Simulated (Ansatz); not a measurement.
The calculation's input:

```
crystal:
  periodic: [false, false, false]
  atoms:
    - {symbol: B, position_ang: [0.436416, 0.763522, 0.013520]}
    - {symbol: H, position_ang: [1.634268, 0.780066, 0.027272]}
    - {symbol: H, position_ang: [-0.142343, 1.804246, -0.117301]}
    - {symbol: C, position_ang: [-0.337797, -0.574909, 0.072576]}
    - {symbol: H, position_ang: [-0.403681, -0.871095, -0.990504]}
    - {symbol: H, position_ang: [-1.369160, -0.506910, 0.423138]}
    - {symbol: H, position_ang: [0.182296, -1.394920, 0.571288]}
basis:
  gaussian: {orbitals: def2-TZVP, initial_orbitals: start.molden}
hamiltonian: {xc: pbe0, dispersion: d4}
output: {orbitals: {seedname: orbitals}}
```

Launched as:

```sh
ansatz run in.yaml --threads 4 --pin off --events-out ev --progress --plain --max-ram 3916MiB
```

Geometry: r2SCAN-D4/def2-TZVP.

All numbers below come from RKS PBE0-D4/def2-TZVP in Ansatz 0.2.0.

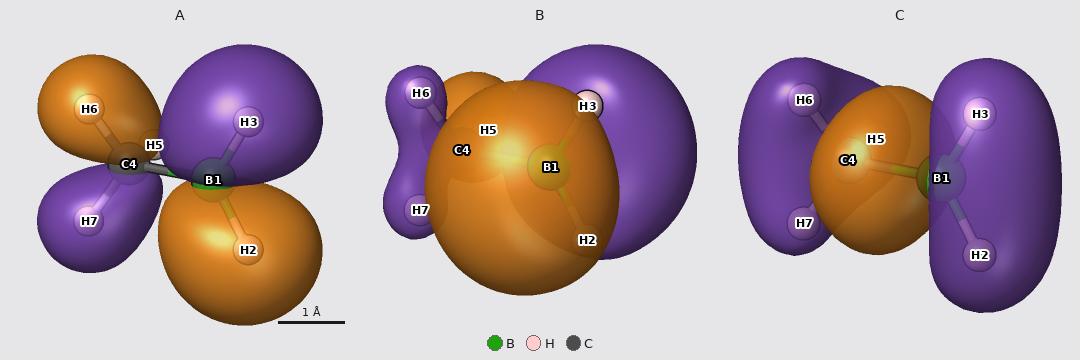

CH5B (BH2Me). Three frontier orbitals at ±0.08 Å⁻³ᐟ² (orange and purple are the two phases), in no order.

Q: Order the three orbitals by energy and name them.

A: C is the HOMO−1 (−9.46 eV). By Hirshfeld shares it lies mainly on C4 (about 40 %), B1 (about 30 %), H2 (about 10 %) and H3 (about 10 %). A is the HOMO (−8.99 eV). Its weight (Hirshfeld) is mainly on B1 (about 35 %), H2 (about 20 %), H3 (about 20 %) and C4 (about 10 %). B is the LUMO (−1.20 eV). Its weight (Hirshfeld) is mainly on B1 (about 65 %), C4 (about 10 %), H2 (about 10 %) and H3 (about 10 %).

Q: What is the HOMO–LUMO gap?

A: 7.79 eV between the orbital energies.
